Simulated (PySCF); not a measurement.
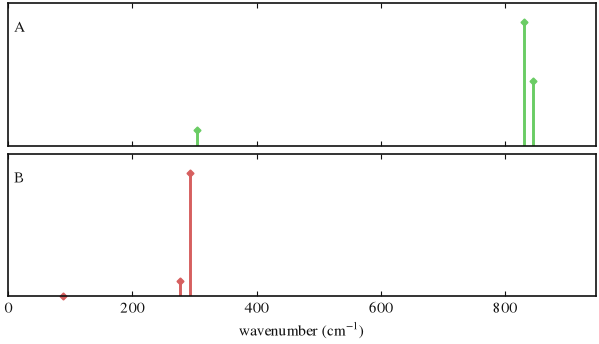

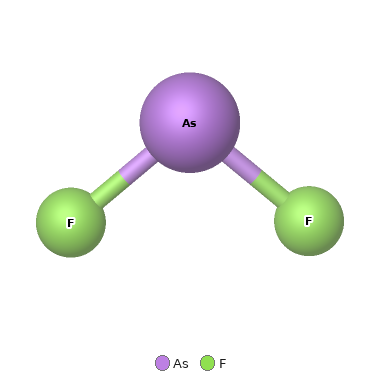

Harmonic infrared lines of AsF₂⁺ and AsI₂⁺, all C2v singlets, each the lowest point that its search found (AsF₂⁺ is drawn); the ligand atom changes down one group of the periodic table. PBE0/def2-TZVP (core potentials past Kr), PySCF 2.14.0, unscaled, no spin-orbit coupling; each panel is scaled to its strongest line, degenerate modes are one line with their intensities summed, and dots on the axis are modes too weak to show or inactive.

Which panel belongs to which molecule?

Answer. A: AsF₂⁺ (strongest line 830.4 cm⁻¹); B: AsI₂⁺ (strongest line 293.2 cm⁻¹).

How do the bond length and the stretches change along the series?

Answer. Mean bond length: AsF₂⁺ 1.656, AsI₂⁺ 2.436 Å, rising down the group. Highest a1 mode: AsF₂⁺ 845, AsI₂⁺ 276 cm⁻¹, falling down the group.

Limits of at least one run: no scalar relativity.
